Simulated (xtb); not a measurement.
# Geometry relaxation of CH₃NOZn (part 1 of 3)

CH₃NOZn, SMILES OC=[N][ZnH], computed with GFN2-xTB (xtb 6.7.1).

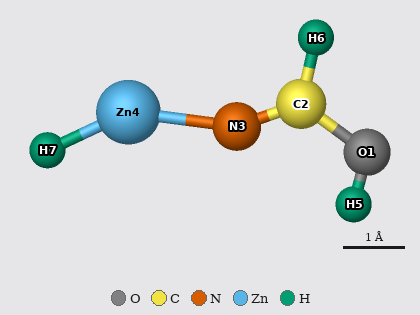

**Figure 1.** The input geometry (ball-and-stick view, seen on its broad side; atoms are numbered from 1 in the order of the input). Sticks mark near contacts.

Results in brief

```csv
quantity,value
outcome,converged
electrons treated,20
total energy,−11.179729 hartree
dispersion energy,−0.002999 hartree
basis functions,19
HOMO,−9.60 eV
LUMO,−5.88 eV
zero-point energy,0.038278 hartree
dipole moment,0.74 D
"wavenumbers, lowest and highest",134 and 3425 cm⁻¹
hardware,"1 thread of Intel Xeon @ 2.70GHz, 189 GiB of memory available, shared host"
peak memory,0.073 GiB
```

Settings chosen away from the usual ones: method = gfn2-xtb; task = optfreq; opt_level = crude; x = {}; partner = base. These settings are looser than, or depart from, a standard set-up, so the numbers are not reference values for this system. Notes on the run: -1- hessian_numhess: Hessian on incompletely optimized geometry!.

Input file (struc.tmol)
```
$coord
      1.367934947094     -0.996339201948      3.336273678504  o
      1.486742028549      0.005215644104      0.963987090694  c
     -0.231189094087      0.234628395634     -0.320932187745  n
     -1.751246994213      0.794346376486     -3.395403208944  zn
     -0.231756011924     -1.216208836548      3.849523293953  h
      3.480667651687      0.432974049674      0.297801939980  h
     -4.162934371722      0.967407494980     -4.874265079553  h
$end
```

Launched with:
```bash
xtb --ohess crude -c 0 -- struc.tmol > run.log
```

What the program printed
```
* xtb version 6.7.1
   ID    Z sym.   atoms
    1    8 o      1
    2    6 c      2
    3    7 n      3
    4   30 zn     4
    5    1 h      5-7

           -------------------------------------------------
          |                Calculation Setup                |
           -------------------------------------------------

          program call               : xtb --ohess crude -c 0 -- struc.tmol
          coordinate file            : struc.tmol
          omp threads                :                     1

           -------------------------------------------------
          |                 G F N 2 - x T B                 |
           -------------------------------------------------

      * Hamiltonian:
        H0-scaling (s, p, d)           1.850000    2.230000    2.230000
        zeta-weighting                 0.500000
      * Dispersion:
        s8                             2.700000
        a1                             0.520000
        a2                             5.000000
        s9                             5.000000
      * Repulsion:
        kExp                           1.500000    1.000000
        rExp                           1.000000
      * Coulomb:
        alpha                          2.000000
        third order                    shell-resolved
        anisotropic                    true
        a3                             3.000000
        a5                             4.000000
        cn-shift                       1.200000
        cn-exp                         4.000000
        max-rad                        5.000000

          ...................................................
          :                      SETUP                      :
          :.................................................:
          :  # basis functions                  19          :
          :  # atomic orbitals                  19          :
          :  # shells                           11          :
          :  # electrons                        20          :
          :  max. iterations                   250          :
          :  Hamiltonian                  GFN2-xTB          :
          :  restarted?                      false          :
          :  GBSA solvation                  false          :
          :  PC potential                    false          :
          :  electronic temp.          300.0000000     K    :
          :  accuracy                    1.0000000          :
          :  -> integral cutoff          0.2500000E+02      :
          :  -> integral neglect         0.1000000E-07      :
          :  -> SCF convergence          0.1000000E-05 Eh   :
          :  -> wf. convergence          0.1000000E-03 e    :
          :  Broyden damping             0.4000000          :
          :  net charge                          0          :
          :  unpaired electrons                  0          :
          ...................................................

 iter      E             dE          RMSdq      gap      omega  full diag
   1    -11.1540764 -0.111541E+02  0.164E+01    2.50       0.0  T
   2    -11.2258633 -0.717869E-01  0.747E+00    4.82       1.0  T
   3    -11.2562161 -0.303529E-01  0.574E+00    2.83       1.0  T
   4    -11.3163014 -0.600853E-01  0.116E+00    3.79       1.0  T
   5    -11.3179048 -0.160340E-02  0.243E-01    3.52       1.0  T
   6    -11.3179147 -0.993207E-05  0.152E-01    3.56       1.0  T
   7    -11.3179406 -0.259027E-04  0.416E-02    3.55       1.0  T
   8    -11.3179445 -0.391776E-05  0.108E-02    3.54       3.5  T
   9    -11.3179447 -0.186854E-06  0.332E-03    3.54      11.4  T
  10    -11.3179448 -0.155591E-07  0.112E-03    3.54      33.7  T
  11    -11.3179448 -0.112520E-08  0.771E-04    3.54      49.1  T
  12    -11.3179448 -0.250623E-08  0.170E-04    3.54     222.6  T

   *** convergence criteria satisfied after 12 iterations ***

         #    Occupation            Energy/Eh            Energy/eV
      -------------------------------------------------------------
         1        2.0000           -0.7081822             -19.2706
       ...           ...                  ...                  ...
         4        2.0000           -0.5497175             -14.9586
         5        2.0000           -0.5324419             -14.4885
         6        2.0000           -0.5271605             -14.3448
         7        2.0000           -0.4937644             -13.4360
         8        2.0000           -0.4371173             -11.8946
         9        2.0000           -0.4317343             -11.7481
        10        2.0000           -0.3536503              -9.6233 (HOMO)
        11                         -0.2235443              -6.0830 (LUMO)
        12                         -0.1881028              -5.1185
        13                         -0.0892612              -2.4289
        14                         -0.0306828              -0.8349
        15                          0.1132924               3.0828
       ...                                ...                  ...
        19                          1.0322192              28.0881
      -------------------------------------------------------------
                  HL-Gap            0.1301060 Eh            3.5404 eV
             Fermi-level           -0.2885973 Eh           -7.8531 eV

 SCC (total)                   0 d,  0 h,  0 min,  0.006 sec
 SCC setup                      ...        0 min,  0.000 sec (  1.840%)
 Dispersion                     ...        0 min,  0.000 sec (  0.865%)
 classical contributions        ...        0 min,  0.000 sec (  0.300%)
 integral evaluation            ...        0 min,  0.001 sec ( 12.401%)
 iterations                     ...        0 min,  0.003 sec ( 54.989%)
 molecular gradient             ...        0 min,  0.002 sec ( 26.025%)
 printout                       ...        0 min,  0.000 sec (  3.309%)

         :::::::::::::::::::::::::::::::::::::::::::::::::::::
         ::                     SUMMARY                     ::
         :::::::::::::::::::::::::::::::::::::::::::::::::::::
         :: total energy             -11.153235993009 Eh    ::
         :: gradient norm              0.313412781238 Eh/a0 ::
         :: HOMO-LUMO gap              3.540363605090 eV    ::
         ::.................................................::
         :: SCC energy               -11.317945107662 Eh    ::
         :: -> isotropic ES            0.070041549580 Eh    ::
         :: -> anisotropic ES          0.003981065621 Eh    ::
         :: -> anisotropic XC          0.004520786971 Eh    ::
         :: -> dispersion             -0.003041072510 Eh    ::
         :: repulsion energy           0.164709114653 Eh    ::
         :: add. restraining           0.000000000000 Eh    ::
         :: total charge              -0.000000000000 e     ::
         :::::::::::::::::::::::::::::::::::::::::::::::::::::

      -----------------------------------------------------------
     |                   =====================                   |
     |                        A N C O P T                        |
     |                   =====================                   |
     |               Approximate Normal Coordinate               |
     |                Rational Function Optimizer                |
      -----------------------------------------------------------
      -----------------------------------------------------------
     |                   =====================                   |
     |                        A N C O P T                        |
     |                   =====================                   |
     |               Approximate Normal Coordinate               |
     |                Rational Function Optimizer                |
      -----------------------------------------------------------

          ...................................................
          :                      SETUP                      :
          :.................................................:
          :   optimization level             crude          :
          :   max. optcycles                   200          :
          :   ANC micro-cycles                  20          :
          :   degrees of freedom                15          :
          :.................................................:
          :   RF solver                   davidson          :
          :   write xtbopt.log                true          :
          :   linear?                        false          :
          :   energy convergence         0.5000000E-03 Eh   :
          :   grad. convergence          0.1000000E-01 Eh/α :
          :   maxmium RF displ.          1.0000000          :
          :   Hlow (freq-cutoff)         0.1000000E-01      :
          :   Hmax (freq-cutoff)         5.0000000          :
          :   S6 in model hess.         20.0000000          :
          ...................................................

generating ANC from exact Hessian ...
Using Lindh-Hessian (1995)
 Shifting diagonal of input Hessian by    9.6212762441436183E-003
 Lowest  eigenvalues of input Hessian
    0.000000    0.000000    0.000000    0.000000    0.000000    0.000000
    0.010000    0.012924    0.021072    0.036746    0.062983    0.105396
    0.181104    0.216606    0.296086    0.448754    0.604472    1.043506
 Highest eigenvalues
    0.448754    0.604472    1.043506    1.378847    1.890218    2.724581

........................................................................
.............................. CYCLE    1 ..............................
........................................................................

 iter      E             dE          RMSdq      gap      omega  full diag
   1    -11.3179448 -0.113179E+02  0.448E-05    3.54       0.0  T
   2    -11.3179448 -0.960121E-11  0.339E-05    3.54    1115.5  T
   3    -11.3179448 -0.727596E-11  0.950E-06    3.54    3978.7  T
     SCC iter.                  ...        0 min,  0.002 sec
     gradient                   ...        0 min,  0.001 sec
 * total energy  :   -11.1532360 Eh     change       -0.4169820E-10 Eh
   gradient norm :     0.3134101 Eh/α   predicted     0.0000000E+00 (-100.00%)
   displ. norm   :     0.2417173 α      lambda       -0.4909794E-01
   maximum displ.:     0.1149592 α      in ANC's #6, #15, #13, ...

........................................................................
.............................. CYCLE    2 ..............................
........................................................................

 iter      E             dE          RMSdq      gap      omega  full diag
   1    -11.2830547 -0.112831E+02  0.692E-01    3.71       0.0  T
   2    -11.2840384 -0.983619E-03  0.491E-01    3.62       1.0  T
   3    -11.2841642 -0.125829E-03  0.241E-01    3.67       1.0  T
   4    -11.2841706 -0.643344E-05  0.101E-01    3.63       1.0  T
   5    -11.2842015 -0.308295E-04  0.244E-02    3.65       1.5  T
   6    -11.2842026 -0.113466E-05  0.851E-03    3.65       4.4  T
   7    -11.2842026 -0.363111E-07  0.440E-03    3.65       8.6  T
   8    -11.2842027 -0.765499E-07  0.897E-04    3.65      42.2  T
   9    -11.2842027 -0.528001E-09  0.200E-04    3.65     189.0  T
     SCC iter.                  ...        0 min,  0.002 sec
     gradient                   ...        0 min,  0.001 sec
 * total energy  :   -11.1781052 Eh     change       -0.2486917E-01 Eh
   gradient norm :     0.0372318 Eh/α   predicted    -0.2598329E-01 (   4.48%)
   displ. norm   :     0.1897360 α      lambda       -0.2566263E-02
   maximum displ.:     0.1159124 α      in ANC's #2, #4, #8, ...

........................................................................
.............................. CYCLE    3 ..............................
........................................................................

 iter      E             dE          RMSdq      gap      omega  full diag
   1    -11.2823326 -0.112823E+02  0.644E-01    3.70       0.0  T
   2    -11.2824012 -0.685543E-04  0.379E-01    3.66       1.0  T
   3    -11.2823364  0.647714E-04  0.158E-01    3.70       1.0  T
   4    -11.2824204 -0.839911E-04  0.209E-02    3.67       1.8  T
   5    -11.2824213 -0.882511E-06  0.890E-03    3.67       4.2  T
   6    -11.2824214 -0.102058E-06  0.466E-03    3.67       8.1  T
   7    -11.2824214 -0.511511E-07  0.211E-03    3.67      17.9  T
   8    -11.2824214 -0.105847E-07  0.456E-04    3.67      82.9  T
   9    -11.2824214 -0.982503E-10  0.847E-05    3.67     446.0  T
     SCC iter.                  ...        0 min,  0.002 sec
     gradient                   ...        0 min,  0.001 sec
 * total energy  :   -11.1792305 Eh     change       -0.1125324E-02 Eh
   gradient norm :     0.0134025 Eh/α   predicted    -0.1329321E-02 (  18.13%)
   displ. norm   :     0.1314684 α      lambda       -0.1312965E-02
   maximum displ.:     0.0918066 α      in ANC's #4, #8, #2, ...

........................................................................
.............................. CYCLE    4 ..............................
........................................................................

 iter      E             dE          RMSdq      gap      omega  full diag
   1    -11.2837865 -0.112838E+02  0.361E-01    3.71       0.0  T
   2    -11.2837970 -0.105579E-04  0.214E-01    3.69       1.0  T
   3    -11.2837673  0.296953E-04  0.957E-02    3.71       1.0  T
   4    -11.2838042 -0.368725E-04  0.681E-03    3.69       5.6  T
   5    -11.2838042 -0.346960E-07  0.358E-03    3.69      10.6  T
   6    -11.2838042 -0.110590E-07  0.208E-03    3.69      18.2  T
   7    -11.2838043 -0.119733E-07  0.724E-04    3.69      52.2  T
   8    -11.2838043 -0.893710E-09  0.252E-04    3.69     150.2  T
     SCC iter.                  ...        0 min,  0.002 sec
     gradient                   ...        0 min,  0.002 sec
 * total energy  :   -11.1795511 Eh     change       -0.3205897E-03 Eh
   gradient norm :     0.0104564 Eh/α   predicted    -0.6678307E-03 ( 108.31%)
   displ. norm   :     0.0902532 α      lambda       -0.3479427E-03
   maximum displ.:     0.0814629 α      in ANC's #2, #4, #3, ...

........................................................................
.............................. CYCLE    5 ..............................
........................................................................

 iter      E             dE          RMSdq      gap      omega  full diag
   1    -11.2849731 -0.112850E+02  0.367E-01    3.72       0.0  T
   2    -11.2849748 -0.167407E-05  0.218E-01    3.71       1.0  T
   3    -11.2849680  0.680168E-05  0.387E-02    3.72       1.0  T
   4    -11.2849759 -0.787749E-05  0.476E-03    3.71       7.9  T
   5    -11.2849759 -0.368057E-08  0.253E-03    3.71      14.9  T
   6    -11.2849759  0.573126E-09  0.794E-04    3.71      47.6  T
   7    -11.2849759 -0.460489E-08  0.170E-04    3.71     221.9  T
     SCC iter.                  ...        0 min,  0.001 sec
     gradient                   ...        0 min,  0.002 sec
 * total energy  :   -11.1797292 Eh     change       -0.1781488E-03 Eh
   gradient norm :     0.0038760 Eh/α   predicted    -0.1753875E-03 (  -1.55%)
   displ. norm   :     0.0297528 α      lambda       -0.4045467E-04
   maximum displ.:     0.0219397 α      in ANC's #2, #1, #4, ...

   *** GEOMETRY OPTIMIZATION CONVERGED AFTER 5 ITERATIONS ***

------------------------------------------------------------------------
 total energy gain   :        -0.0264932 Eh      -16.6248 kcal/mol
 total RMSD          :         0.1289534 a0        0.0682 Å
 total power (kW/mol):       -13.9115922 (step)-2982.4348 (real)
------------------------------------------------------------------------

 ANCopt (total)                0 d,  0 h,  0 min,  0.023 sec
 optimizer setup                ...        0 min,  0.000 sec (  0.563%)
 model hessian                  ...        0 min,  0.000 sec (  1.013%)
 ANC generation                 ...        0 min,  0.000 sec (  0.897%)
 coordinate transformation      ...        0 min,  0.000 sec (  0.254%)
 single point calculation       ...        0 min,  0.021 sec ( 90.702%)
 optimization log               ...        0 min,  0.001 sec (  2.564%)
 hessian update                 ...        0 min,  0.000 sec (  0.176%)
 rational function              ...        0 min,  0.001 sec (  2.388%)

================
 final structure:
================
$coord
        1.48601750764810       -0.86445146909257        3.35198622212588      o
        1.56207940533880       -0.05306761525778        0.95182438044694      c
       -0.34016540064196        0.15248756534846       -0.40919285875766      n
       -1.85659560245509        0.84677723566141       -3.37733182732075      zn
       -0.25422851467756       -1.21658533789175        3.81748916694755      h
        3.52851367605566        0.37881092810742        0.45665120516713      h
       -4.16740291588393        0.97805261550682       -4.93444076172008      h
$end

 Bond Distances (Angstroems)
```
